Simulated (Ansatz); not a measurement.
**Identify the compound from its spectrum**

Method: Ansatz, LDA, independent particles, without spin-orbit coupling, line width 0.15 eV (Gaussian); metals get a typed carrier damping. The response is along the first axis of the cell.

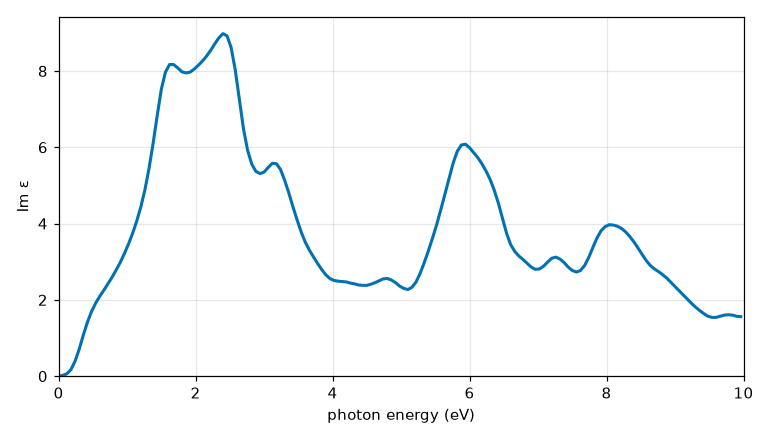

To which candidate does it belong?
A. CsSnI3 (Pm-3m)
B. Cd (P6_3/mmc)
C. Nb3Sn (Pm-3n)
D. Sn (I4_1/amd)

A. CsSnI3 (Pm-3m): least direct gap 0.29 eV, ε∞ = 10.52 along the first axis, strongest peak along the first axis at 2.42 eV. The others: Sn (I4_1/amd), a metal, with a Drude term, main peak of the conductivity above 1 eV at 3.63 eV; Nb3Sn (Pm-3n), a metal, with a Drude term, main peak of the conductivity above 1 eV at 2.78 eV; Cd (P6_3/mmc), a metal, with a Drude term.
